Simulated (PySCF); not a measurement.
K₂

```xyz
2

K     0.0000    0.0000   -1.9970
K     0.0000    0.0000    1.9970
```

Computed with PBE0/x2c-TZVPall, spin-free X2C-1e, Gaussian nucleus, at a bond length of 3.994 Å in PySCF.

### What will maps of the electron density and electron localisation function show?

K–K (3.99 Å): the density is about 0.04 e/Å³ at the midpoint; the ELF is about 0.45 at the midpoint.

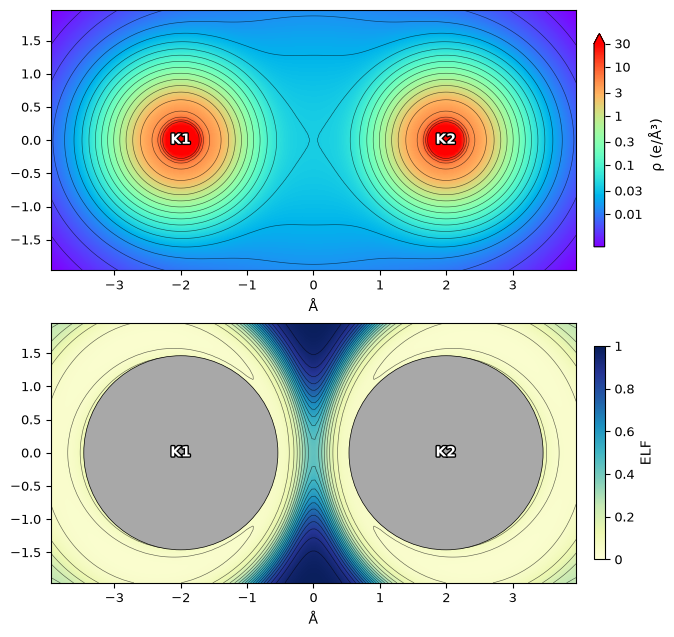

Computed electron density and electron localisation function on a plane that holds the molecular axis, in this order. Grey discs cover the atomic cores in the ELF map. 
